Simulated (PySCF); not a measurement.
# FSY (Y(S)(F)): the cost of one run

Method: several levels, as the steps say, no spin–orbit coupling; program: PySCF 2.14.0.

1 further run of the same task is left out (for a known fault of the program).

## Step 1: Starting geometry

3 atoms, charge 0, spin multiplicity 1.

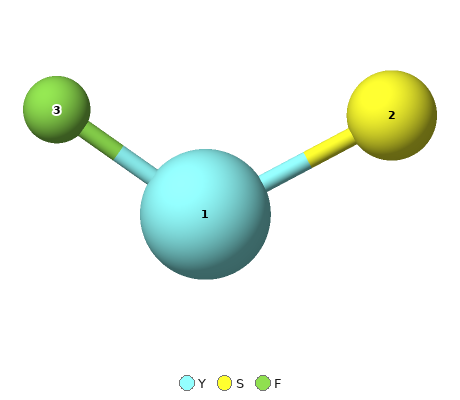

The structure; yttrium teal, sulfur yellow, fluorine green; atoms are numbered from 1 in the order of the file.

Geometry (Å):

```xyz
3

Y    -0.24994    0.00000   -0.48232
S     1.73411    0.00000    0.68871
F    -1.92446    0.00000    0.58737
```

Formal oxidation states: Y +3. An earlier session relaxed this geometry at PBE0, Y def2-SVP with ECP28, S def2-SVP, F def2-SVP (singlet, point group Cs).

At PBE0 on the finer grid: E = -536.015870 Eh, HOMO -5.96 eV, LUMO -2.72 eV, Mulliken charge on Y1 +0.76 e, largest force component 0.018 eV/Å. 

Levels to run: TPSSh; M06-L; PBE0, TZVP. Hardware: 2 threads of Intel Xeon Platinum 8488C (Sapphire Rapids), shared host.

## Step 2: TPSSh

File run.py (the lines that set the calculation):

```python
mol = gto.M(atom='''
Y     -0.24994     0.00000    -0.48232
S      1.73411     0.00000     0.68871
F     -1.92446     0.00000     0.58737''',
    basis={'Y': 'def2-SVP', 'S': 'def2-SVP', 'F': 'def2-SVP'},
    ecp={'Y': 'def2-SVP'},
    charge=0, spin=0)
mf = dft.RKS(mol, xc='TPSSH')
mf.grids.atom_grid = (75, 302)
mf = mf.density_fit()  # fitting sets: Y def2-universal-JKFIT, S def2-universal-JKFIT, F def2-universal-JKFIT
mf.conv_tol = 1e-08; mf.max_cycle = 55
mf.kernel(dm0)  # dm0: the density of the relaxed state
```

The run is started by

```bash
$ OMP_NUM_THREADS=2 python run.py
```

**Question.** How long does this run take on 2 threads of Intel Xeon Platinum 8488C (Sapphire Rapids), shared host?

About 2.1 s.
